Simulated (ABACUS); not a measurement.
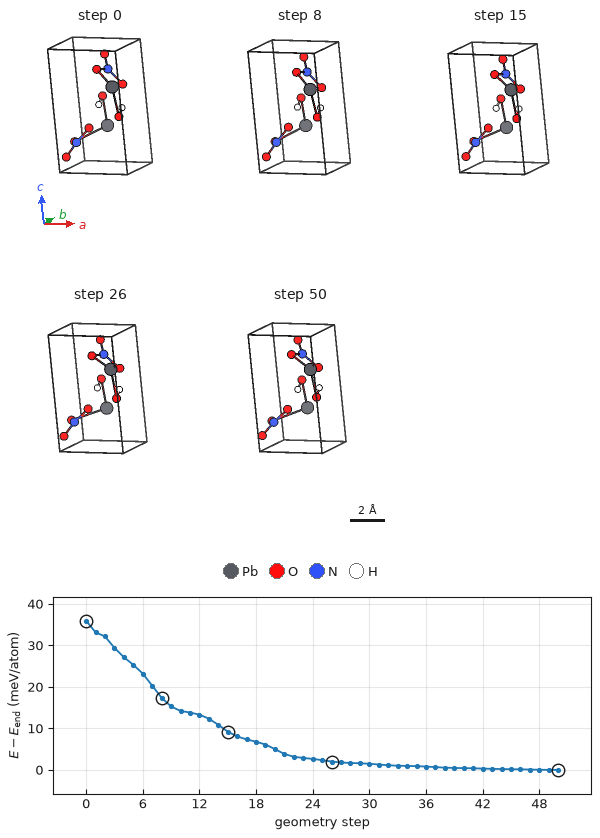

Frames of a relaxation of crystalline HPbNO$_{4}$ (a generated structure, set up in P1), marked on the history of the run. A ball-and-stick model of the cell of the calculation, seen slightly off an axis.

The run lets cell and atoms move.

All numbers below come from ABACUS, Kohn-Sham DFT of a periodic cell, LDA-PW92, PseudoDojo NC SR 0.4.1 LDA standard. (plane-wave cutoff 1143 eV; k-point mesh 5 × 3 × 3; occupations fermi-dirac; smearing width 0.05 eV; basis pw; no spin polarisation)

Describe the path.

Answer. After 50 geometry steps the energy has fallen by 36.0 meV per atom. The largest force component goes from 0.66 to 0.024 eV/Å. The pressure goes from −5.61 to 0.01 GPa. The largest moves relative to the cell, 0.23 Å, are those of O atoms. Largest moves by element: O 0.23 Å, H 0.19 Å, Pb 0.18 Å, N 0.12 Å. The drawn cell changes as follows: a 4.120 → 3.793 Å (−7.9 %), b 6.427 → 6.176 Å (−3.9 %), c 8.343 → 7.914 Å (−5.1 %); the volume changes by −16.1 %. Some distances before and after: O–Pb 2.498 → 2.372 Å, O–Pb 2.458 → 2.375 Å, O–Pb 2.690 → 2.612 Å, O–Pb 2.404 → 2.343 Å. Among the angles between lasting bonds that change: O–Pb–O 114.4° → 107.1°, Pb–O–Pb 114.4° → 107.1°, Pb–O–H 113.3° → 117.6°. The space group stays P2_1 (No. 4). The run took 54 min on 8 threads of Intel(R) Xeon(R) 6975P-C (Granite Rapids) (shared host), peak memory 3.6 GiB. From step 0 to 8: O atoms move most (0.11 Å), volume −6.3 %, energy −18.6 meV per atom. From step 8 to 15: Pb atoms move most (0.14 Å), volume −4.8 %, energy −8.1 meV per atom. From step 15 to 26: O atoms move most (0.13 Å), volume −5.2 %, energy −7.2 meV per atom. From step 26 to 50: O atoms move most (0.12 Å), volume −0.8 %, energy −2.0 meV per atom.

```
step  E − E(0), meV/atom  largest force component, eV/Å  pressure, GPa  volume, Å³/atom
   0                0.00                         0.6570          -5.61           14.610
   1               -2.82                         0.3200          -4.29           14.587
   2               -3.81                         0.2377          -3.77           14.560
   3               -6.54                         0.5186          -2.58           14.454
   4               -8.79                         0.5268          -1.92           14.329
   5              -10.65                         0.5703          -1.80           14.213
   6              -12.74                         0.6326          -1.98           14.085
   7              -15.65                         0.5488          -2.16           13.896
   8              -18.59                         0.6042          -2.03           13.682
   9              -20.68                         0.4950          -1.56           13.540
  10              -21.75                         0.1689          -1.04           13.494
  12              -22.65                         0.2237          -0.58           13.458
  14              -25.09                         0.3727          -0.32           13.229
  16              -27.89                         0.2468          -0.63           12.876
  18              -29.16                         0.2260          -0.61           12.779
  21              -32.12                         0.3198           0.25           12.501
  23              -33.08                         0.1119           0.17           12.404
  25              -33.61                         0.1942          -0.07           12.376
  27              -34.17                         0.0982          -0.03           12.335
  29              -34.36                         0.0722           0.18           12.327
  31              -34.66                         0.1328           0.28           12.316
  33              -34.94                         0.0733           0.04           12.302
  35              -35.06                         0.0665          -0.14           12.300
  37              -35.29                         0.1059          -0.21           12.295
  39              -35.49                         0.0446          -0.05           12.292
  42              -35.63                         0.0891           0.05           12.283
  44              -35.76                         0.0544          -0.02           12.272
  46              -35.83                         0.0452          -0.07           12.268
  48              -35.92                         0.0576          -0.03           12.260
  50              -35.97                         0.0243           0.01           12.252
```
